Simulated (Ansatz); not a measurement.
A series of calculations on Ga27SnSb26 and related structures

### Relaxation

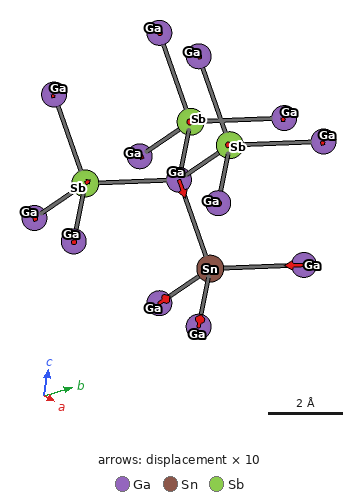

A relaxation of a defect cell of composition Ga27SnSb26 (cell charge −1). The starting structure is drawn; red arrows show the displacements, magnified 10 times.

Style: ball-and-stick. Shown: the atoms within 5.0 Å of the atom that moves most (axes of the cell of the calculation), slightly off an axis.

Theory: DFT, PBE, plane-wave PAW, default files, scalar-relativistic in Ansatz 0.2.0. Set-up: plane-wave cutoff 420 eV; k-point mesh 2 × 2 × 2; occupations fermi dirac; smearing width 0.01 eV; no spin polarisation; atoms relaxed in a fixed cell; force threshold 0.03 eV/Å; at most 40 steps.

Which element moves most?

Gallium: up to 0.057 Å, against 0.019 Å for antimony.

Describe the change and its energy.

Over 2 accepted moves (3 points after the start) the energy falls by 79.2 meV per cell of the calculation. The largest force component goes from 0.28 to 0.0072 eV/Å. The line search rejected the trial step at point 1 of the run. The largest moves, 0.057 Å, are those of Ga atoms. Largest moves by element: Ga 0.057 Å, Sb 0.019 Å. Sn stays in place. The cell doesn't change. Near-neighbour distances that change, for instance: Ga–Sn 2.649 → 2.592 Å, Ga–Sb 2.649 → 2.638 Å. The run took 4.1 min on 4 threads of Arm Neoverse V2 (shared host), peak memory 4.8 GiB.

Limits of the set-up: the cell is charged, on a uniform background, and energies carry no finite-size correction.

### Relaxation

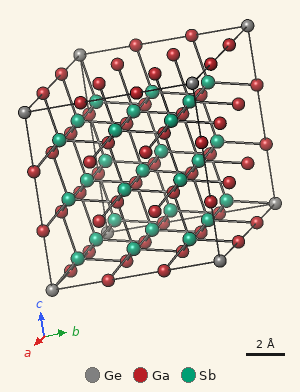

A defect cell of composition Ga26GeSb27 (cell charge +1), before the relaxation. The picture is a ball-and-stick view of the cell of the calculation, seen slightly off an axis.

Computed with DFT, PBE, plane-wave PAW, default files, scalar-relativistic in Ansatz.

(plane-wave cutoff 420 eV; k-point mesh 2 × 2 × 2; occupations fermi dirac; smearing width 0.01 eV; no spin polarisation; atoms relaxed in a fixed cell; force threshold 0.03 eV/Å; at most 40 steps)

```xyz
54
Lattice="0.0000 9.1770 9.1770 9.1770 0.0000 9.1770 9.1770 9.1770 0.0000" Properties=species:S:1:pos:R:3 pbc="T T T"
Ge    0.0000    0.0000    0.0000
Ga    3.0590   12.2360    9.1770
Ga    6.1180   15.2950    9.1770
Ga    3.0590    9.1770   12.2360
Ga    6.1180   12.2360   12.2360
Ga    9.1770    6.1180    3.0590
Ga    6.1180    9.1770   15.2950
Ga    9.1770    3.0590    6.1180
Ga   12.2360   15.2950   15.2950
Ga    9.1770    3.0590   12.2360
Ga   12.2360    6.1180   12.2360
Ga    6.1180    9.1770    3.0590
Ga    3.0590    3.0590    6.1180
Ga    6.1180    6.1180    6.1180
Ga    9.1770    9.1770    6.1180
Ga   15.2950   12.2360    9.1770
Ga    9.1770    6.1180    9.1770
Ga   12.2360    9.1770    9.1770
Ga    9.1770    6.1180   15.2950
Ga    3.0590    9.1770    6.1180
Ga   15.2950   12.2360   15.2950
Ga   12.2360   15.2950    9.1770
Ga    6.1180    9.1770    9.1770
Ga    9.1770   12.2360    9.1770
Ga    6.1180    6.1180   12.2360
Ga    9.1770    9.1770   12.2360
Ga   12.2360   12.2360   12.2360
Sb    1.5295    1.5295    1.5295
Sb    4.5885    4.5885    1.5295
Sb    7.6475    7.6475    1.5295
Sb    4.5885    1.5295    4.5885
Sb    7.6475    4.5885    4.5885
Sb   10.7065    7.6475    4.5885
Sb    7.6475    1.5295    7.6475
Sb   10.7065    4.5885    7.6475
Sb   13.7655    7.6475    7.6475
Sb    1.5295    4.5885    4.5885
Sb    4.5885    7.6475    4.5885
Sb    7.6475   10.7065    4.5885
Sb    4.5885    4.5885    7.6475
Sb    7.6475    7.6475    7.6475
Sb   10.7065   10.7065    7.6475
Sb    7.6475    4.5885   10.7065
Sb   10.7065    7.6475   10.7065
Sb   13.7655   10.7065   10.7065
Sb    1.5295    7.6475    7.6475
Sb    4.5885   10.7065    7.6475
Sb    7.6475   13.7655    7.6475
Sb    4.5885    7.6475   10.7065
Sb    7.6475   10.7065   10.7065
Sb   10.7065   13.7655   10.7065
Sb    7.6475    7.6475   13.7655
Sb   10.7065   10.7065   13.7655
Sb   13.7655   13.7655   13.7655
```

### Where does the relaxation end?

After 1 accepted move (2 points after the start) the energy has fallen by 53.7 meV per cell of the calculation. Largest force component: 0.2 eV/Å at the start, 0.0097 eV/Å at the end. The line search rejected the trial step at point 1 of the run. The largest moves, 0.029 Å, are those of Sb28, Sb30, Sb34 and Sb46. Sb46 goes along [−3 1 1]. By element the largest moves are Sb 0.029 Å, Ga 0.028 Å. Ge stays in place. The cell stays as it was. Some distances before and after: Ge1–Sb28 2.649 → 2.678 Å, Ga10–Sb28 2.649 → 2.665 Å, Ga10–Sb39 2.649 → 2.642 Å, Ga10–Sb37 2.649 → 2.656 Å. Cost: 4.8 min on 4 threads of Arm Neoverse V1, with other jobs on the host, peak memory 4.8 GiB.

Limits of the set-up: the cell is charged, on a uniform background, and energies carry no finite-size correction.

### Defect

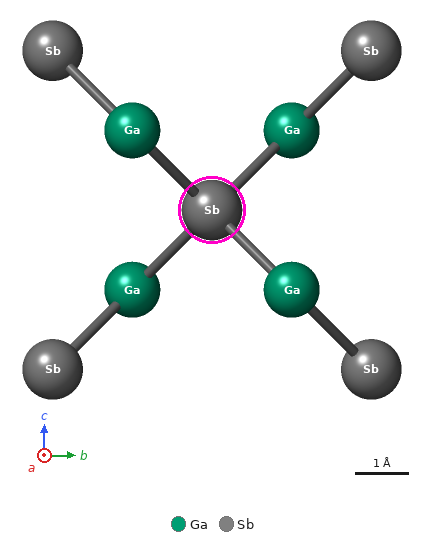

Perfect GaSb. The picture is a ball-and-stick view of the atoms within 4.6 Å of one point, in a slice 3.4 Å thick across the line of sight, seen along the a axis.

Theory: DFT, PBE, plane-wave PAW, default files, scalar-relativistic (Ansatz 0.2.0). (plane-wave cutoff 420 eV; k-point mesh 2 × 2 × 2; occupations fermi dirac; smearing width 0.01 eV; no spin polarisation) The axes drawn are those of the host's conventional cell.

An antimony atom is replaced by arsenic at the ringed place, in charge state 0. The supercell has 54 sites, and the atoms are relaxed at the host's cell.

Question: Predict the relaxed surroundings of the defect.

Answer: In the host the Sb atom has 4 Ga at 2.65 Å; the As atom ends with 4 Ga at 2.52 Å. Of the host's atoms, a gallium atom moves furthest from its site, by 0.13 Å. Relaxing the atoms from the host's sites lowers the energy by 0.24 eV.

The relaxed defect, seen from the same direction:

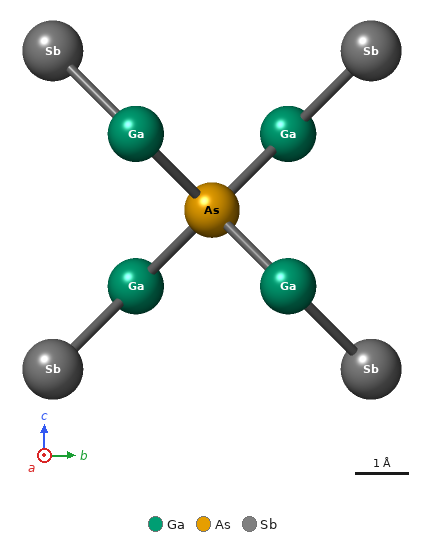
